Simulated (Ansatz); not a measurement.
# Calculations on C$_{3}$H$_{8}$SSi

## 1. Relaxation

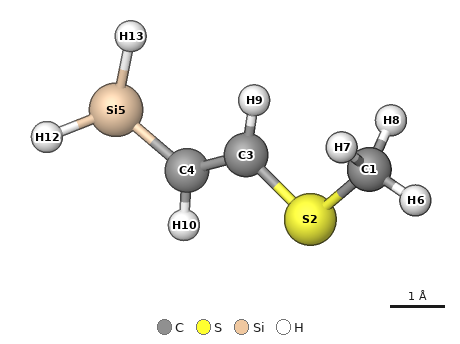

This is the input geometry for a relaxation of C$_{3}$H$_{8}$SSi. Style: ball-and-stick. Shown at a tilt.

The run prepares an end point of a later path (torsion) calculation, from a guessed geometry.

The calculation used RKS B3LYP/def2-SVP (Ansatz 0.2.0).

The input:
```yaml
crystal:
  periodic: [false, false, false]
  atoms:
    - { symbol: C, position_ang: [-2.5097, -0.1465, 1.2905] }
    - { symbol: S, position_ang: [-1.162, -1.211, 0.9898] }
    - { symbol: C, position_ang: [-0.1386, -0.1585, 0.086] }
    - { symbol: C, position_ang: [1.1608, -0.5847, -0.3311] }
    - { symbol: Si, position_ang: [2.3049, 0.3807, -1.2929] }
    - { symbol: H, position_ang: [-3.3278, -0.6165, 1.8442] }
    - { symbol: H, position_ang: [-2.9625, 0.2283, 0.3326] }
    - { symbol: H, position_ang: [-2.2044, 0.7904, 1.8474] }
    - { symbol: H, position_ang: [-0.4346, 0.8728, -0.0597] }
    - { symbol: H, position_ang: [1.417, -1.6081, -0.1008] }
    - { symbol: H, position_ang: [3.5658, 0.484, -0.499] }
    - { symbol: H, position_ang: [2.5848, -0.249, -2.568] }
    - { symbol: H, position_ang: [1.7269, 1.7833, -1.5242] }
basis:
  gaussian: { orbitals: def2-SVP }
hamiltonian:
  xc: b3lyp
relax:
  f_tol: 0.015
  max_steps: 40
output:
  orbitals: {}
```

Run as
```bash
ansatz run input.yaml --threads 2 --pin off --max-ram 3072MiB --backend cpu --events-out ev --progress --plain --runs-dir out
```

Q: Where does the relaxation end?

A: The energy falls by 10.6 kcal/mol in 7 geometry steps. Largest force component: 4.6 eV/Å at the start, 0.0053 eV/Å at the end. The atom that moves furthest after the best rigid fit is H11 (0.13 Å). By element the largest moves are H 0.13 Å, C 0.12 Å, S 0.06 Å, Si 0.04 Å. Some distances before and after: C4–Si5 1.779 → 1.866 Å, C3–C4 1.430 → 1.347 Å, C1–S2 1.744 → 1.823 Å, Si5–H12 1.449 → 1.495 Å. Among the angles between lasting bonds that change: S2–C1–H6 113.8° → 106.3°, H7–C1–H8 104.6° → 110.1°, S2–C3–H9 119.3° → 114.4°.

Final geometry:

```xyz
13

C    -2.5665   -0.0544    1.2767
S    -1.1970   -1.2321    1.0334
C    -0.0609   -0.2457    0.1191
C     1.1411   -0.6692   -0.3184
Si    2.3142    0.4158   -1.2817
H    -3.3326   -0.5869    1.8572
H    -3.0022    0.2571    0.3161
H    -2.2390    0.8271    1.8471
H    -0.4063    0.7771   -0.0794
H     1.4407   -1.7023   -0.0939
H     3.6187    0.5809   -0.5699
H     2.6188   -0.1633   -2.6261
H     1.6916    1.7612   -1.4654
```

After the run, drawn alike:

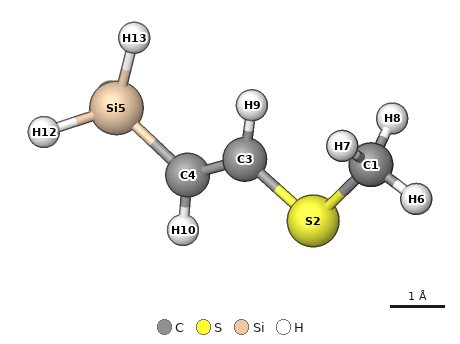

## 2. Relaxation

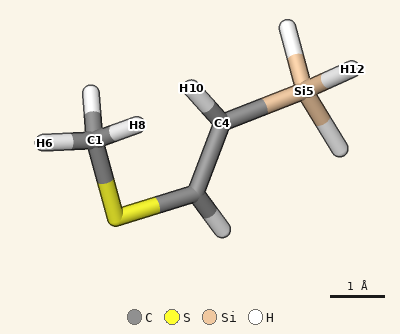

C3H8SSi, before the relaxation. A stick model, seen from a free direction.

The run prepares an end point of a later path (torsion) calculation, from a guessed geometry.

The calculation used Ansatz, RKS B3LYP/def2-SVP.

Input file:
```yaml
crystal:
  periodic: [false, false, false]
  atoms:
    - { symbol: C, position_ang: [-2.5097, -0.1465, 1.2905] }
    - { symbol: S, position_ang: [-1.162, -1.211, 0.9898] }
    - { symbol: C, position_ang: [-0.1386, -0.1585, 0.086] }
    - { symbol: C, position_ang: [-0.57147, 1.15887, -0.26216] }
    - { symbol: Si, position_ang: [0.38927, 2.35816, -1.15922] }
    - { symbol: H, position_ang: [-3.3278, -0.6165, 1.8442] }
    - { symbol: H, position_ang: [-2.9625, 0.2283, 0.3326] }
    - { symbol: H, position_ang: [-2.2044, 0.7904, 1.8474] }
    - { symbol: H, position_ang: [0.78701, -0.54228, -0.32433] }
    - { symbol: H, position_ang: [-1.53227, 1.45764, 0.12979] }
    - { symbol: H, position_ang: [-0.40221, 2.73763, -2.36768] }
    - { symbol: H, position_ang: [0.64389, 3.53758, -0.35617] }
    - { symbol: H, position_ang: [1.72055, 1.73026, -1.59316] }
basis:
  gaussian: { orbitals: def2-SVP }
hamiltonian:
  xc: b3lyp
relax:
  f_tol: 0.015
  max_steps: 40
output:
  orbitals: {}
```

Command:
```bash
ansatz run input.yaml --threads 2 --pin off --max-ram 3072MiB --backend cpu --events-out ev --progress --plain --runs-dir out
```

Question: Predict the outcome.

Answer: The energy falls by 0.606 eV in 7 geometry steps. The largest force component goes from 4.1 to 0.0031 eV/Å. The atom that moves furthest after the best rigid fit is H6 (0.40 Å). Largest moves by element: H 0.40 Å, C 0.24 Å, Si 0.21 Å, S 0.05 Å. Among the contacts that change: C4–Si5 1.779 → 1.867 Å, C3–C4 1.430 → 1.349 Å, C1–S2 1.744 → 1.815 Å, Si5–H12 1.449 → 1.495 Å. Among the angles between lasting bonds that change: S2–C3–H9 119.3° → 109.5°, S2–C3–C4 120.7° → 129.9°, S2–C1–H6 113.8° → 106.2°.

Final geometry:

```xyz
13

C    -2.6680   -0.2800    1.4079
S    -1.1472   -1.1671    0.9654
C    -0.2488    0.0233    0.0431
C    -0.5719    1.2930   -0.2777
Si    0.5479    2.3978   -1.2834
H    -3.2765   -0.9861    1.9897
H    -3.2275    0.0232    0.5103
H    -2.4488    0.6023    2.0278
H     0.7047   -0.4105   -0.2841
H    -1.5310    1.7016    0.0622
H    -0.1183    2.8498   -2.5436
H     0.9256    3.6296   -0.5244
H     1.7896    1.6472   -1.6357
```

After the run, drawn alike:

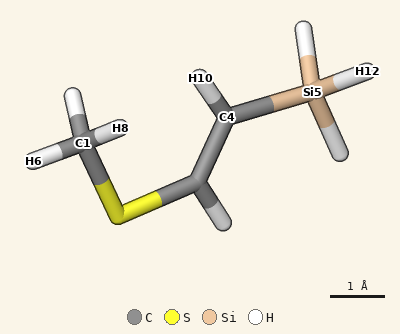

## 3. Path

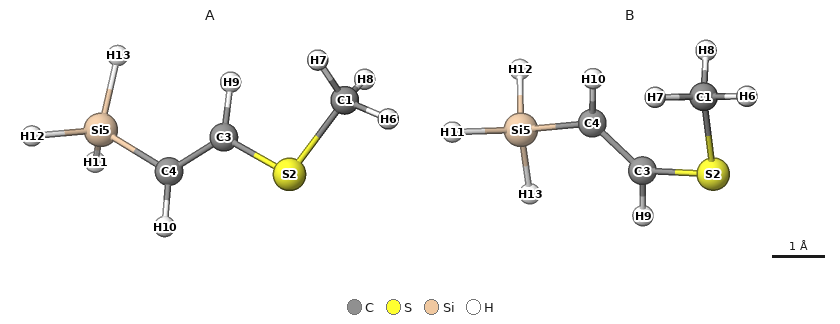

The two relaxed end points of a path for C₃H₈SSi. The picture is a ball-and-stick view, seen at a tilt.

Method: Ansatz, RKS B3LYP/def2-SVP.

Settings: 7 movable images; climbing image; force threshold 0.05 eV/Å; iteration limit 53.

Start:
```xyz
13

C    -2.5663   -0.0541    1.2771
S    -1.1975   -1.2325    1.0323
C    -0.0611   -0.2458    0.1189
C     1.1406   -0.6696   -0.3193
Si    2.3143    0.4157   -1.2817
H    -3.3327   -0.5868    1.8571
H    -3.0020    0.2586    0.3169
H    -2.2382    0.8265    1.8484
H    -0.4058    0.7774   -0.0785
H     1.4396   -1.7031   -0.0959
H     3.6190    0.5793   -0.5699
H     2.6182   -0.1621   -2.6267
H     1.6924    1.7617   -1.4638
```

End:
```xyz
13

C    -2.0805   -0.7089    1.2737
S    -1.9428    0.9733    0.6050
C    -0.3672    0.9656   -0.1643
C     0.5445   -0.0240   -0.2592
Si    2.1800    0.1886   -1.1342
H    -3.0570   -0.7605    1.7749
H    -1.2871   -0.9111    2.0088
H    -2.0473   -1.4608    0.4711
H    -0.1721    1.9497   -0.6091
H     0.3241   -0.9978    0.1943
H     3.3303   -0.0465   -0.2081
H     2.3254   -0.7802   -2.2640
H     2.2704    1.5778   -1.6740
```

What barrier does the band find between them, and by what path?

Answer. Forward barrier 4.9 kcal/mol, backward barrier 6.3 kcal/mol, with image 5 at the top; the reaction energy is −1.4 kcal/mol. The motion is a rotation about the S2–C3 bond by about 180°. No bond forms or breaks between the ends. The band is converged. At the top, the vibrational analysis gives one imaginary mode (118i cm⁻¹), as a transition state must have.

Energies of the converged images:

| image | path (Å) | E (kcal/mol) |
| --- | --- | --- |
| 0 | 0.00 | 0.0 |
| 1 | 0.80 | 0.2 |
| 2 | 1.61 | 0.9 |
| 3 | 2.41 | 2.3 |
| 4 | 3.21 | 4.0 |
| 5 | 4.02 | 4.9 |
| 6 | 5.03 | 3.0 |
| 7 | 6.04 | -0.4 |
| 8 | 7.06 | -1.4 |

The geometry at the top of the path:

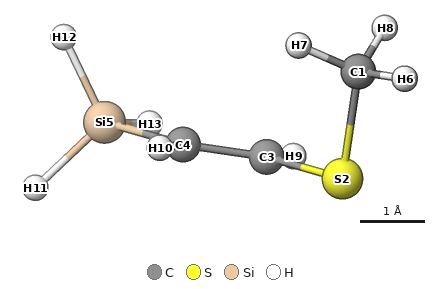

Cost: 5.4 min on 2 threads of Arm Neoverse V1, on a shared host, peak memory 0.3 GiB.
